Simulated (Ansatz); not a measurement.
**CH6O2Si: density, localisation and related maps**

```xyz
10

Si   -0.0305    0.1864   -0.4094
O     1.3713    1.0772   -0.2797
O     0.1859   -1.2219   -1.2698
H     0.3718   -1.1472   -2.2093
H    -1.0527    1.0343   -1.1063
C    -0.5314   -0.3217    1.2983
H     1.5739    1.6888   -0.9919
H    -0.7212    0.5578    1.9314
H     0.2730   -0.9124    1.7631
H    -1.4403   -0.9412    1.2734
```

Theory: RKS PBE0/def2-SVP (Ansatz).

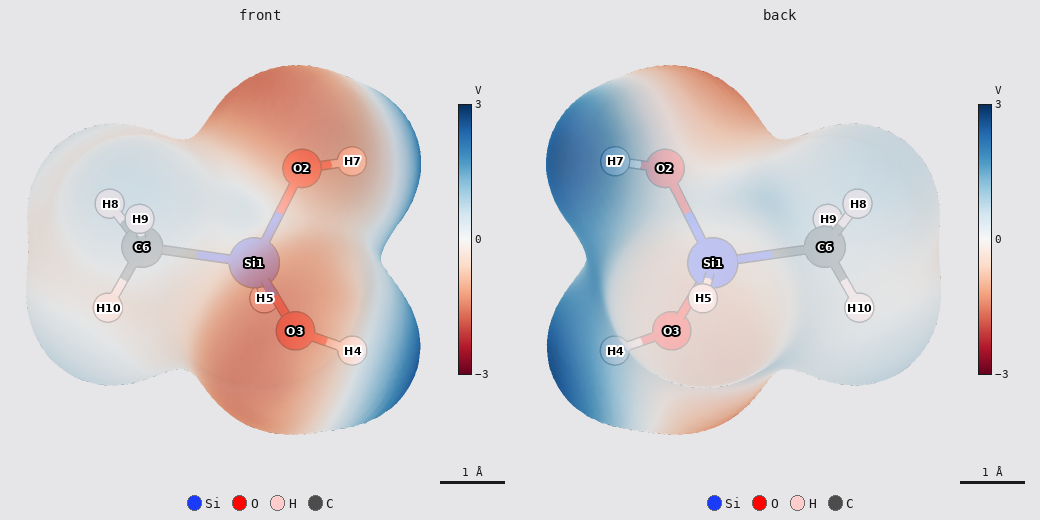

Figure 1. The electrostatic potential painted on the density surface at 0.002 e/bohr³, seen from the front and from behind; red is negative and blue positive.

**Describe the electrostatic potential map.**

The most negative region (about −1.6 V) lies over O2 and O3, the most positive (about +2.6 V) over H4 and H7.

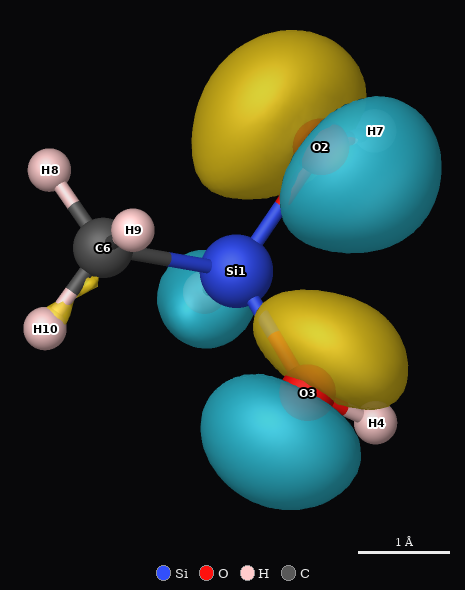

Figure 2. The HOMO−1 at ±0.1 Å⁻³ᐟ² (yellow and cyan are the two phases), seen at a tilt.

**Describe this orbital and give its energy.**

It lies mainly on O2 (about 55 %) and O3 (about 30 %); largely a combination of lone pairs on O2 and O3. Its energy is −8.71 eV.

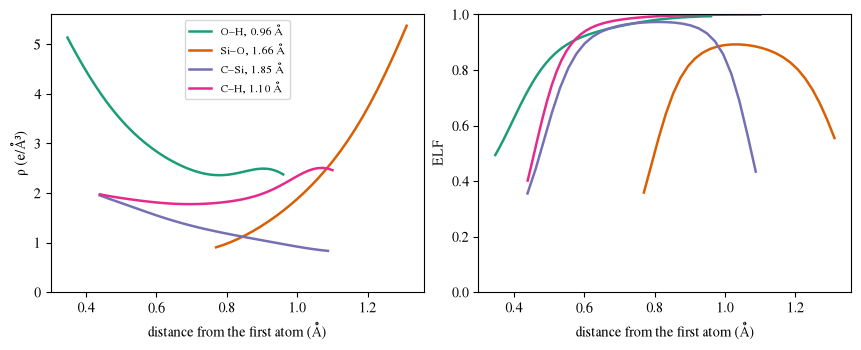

Figure 3. Total electron density and electron localisation function along straight lines between neighbouring atoms. The curves leave out the atomic cores.

**What can be read from the curves?**

O–H (0.96 Å): the density is about 3.6 e/Å³ at the midpoint; the ELF climbs to about 1 towards the hydrogen, as it does in any bond to H (a covalent bond by its length).
Si–O (1.66 Å): ρ is about 1.1 e/Å³ halfway; the ELF peaks at about 0.90 between the atoms (a shared but strongly polarised pair).
C–Si (1.85 Å): the density is about 1 e/Å³ at the midpoint; the ELF peaks at about 1 between the atoms (localised, covalent bonding).
C–H (1.10 Å): ρ is about 1.9 e/Å³ halfway; the ELF climbs to about 1 towards the hydrogen (a covalent bond by its length).
